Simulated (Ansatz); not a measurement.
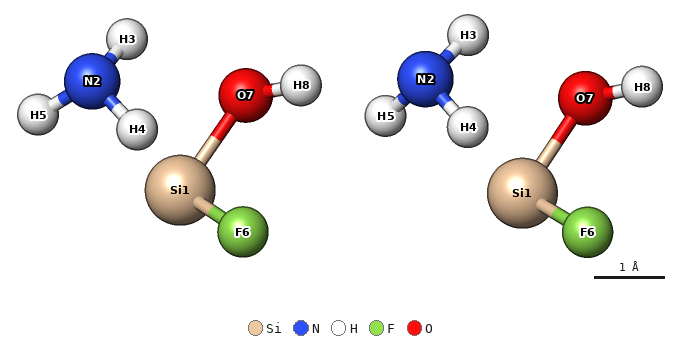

Two geometries of SiNH4OF, drawn at one scale. One is the start of a relaxation, the other its converged end. A ball-and-stick model, seen from a free direction.

Method: RKS revPBE-D4/def2-SVP (Ansatz). (no spin polarisation; force threshold 0.03 eV/Å; at most 50 steps)

Question: Which one is relaxed?

Answer: The left one is the relaxed one. The run prepares an end point of a later path (reaction) calculation, from a guessed geometry. Over 7 accepted moves (10 points after the start) the energy falls by 2.61 kJ/mol. Largest force component: 0.59 eV/Å at the start, 0.018 eV/Å at the end. The line search rejected the trial steps at points 1, 5, 9 of the run. The largest moves after the best rigid fit, 0.19 Å, are those of H3 and H5. By element the largest moves are H 0.19 Å, N 0.12 Å, O 0.08 Å, F 0.07 Å, Si 0.06 Å. Some distances before and after: N2–H5 1.043 → 1.025 Å, Si1–F6 1.678 → 1.683 Å, Si1–O7 1.692 → 1.697 Å. Among the angles between lasting bonds that change: H3–N2–H4 107.4° → 110.2°. The run took 30 s on 1 thread of Arm Neoverse V1, with other jobs on the host, peak memory 0.14 GiB.

Limits of the set-up: the start holds two separate molecules, 2.6 Å apart at their closest, whose relative position is a soft coordinate.
